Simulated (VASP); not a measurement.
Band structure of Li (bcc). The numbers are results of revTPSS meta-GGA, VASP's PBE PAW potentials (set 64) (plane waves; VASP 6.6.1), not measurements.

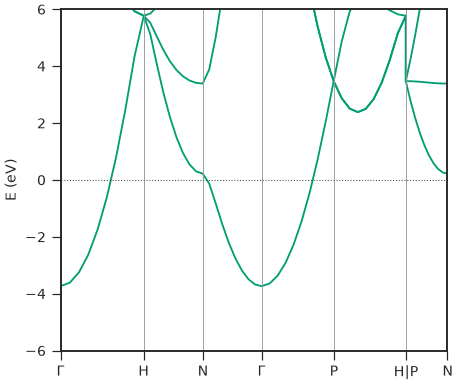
Fig. 1. Bands along high-symmetry lines, zero at the valence-band maximum or, without a gap, the Fermi level

**Question.** Read the plot: is there a gap, and where are the band edges?

**Answer.** It has no gap at this level: it comes out as a metal or semimetal.

The compound is Li in the bcc structure. It was relaxed first, which changed the volume by -9 %.
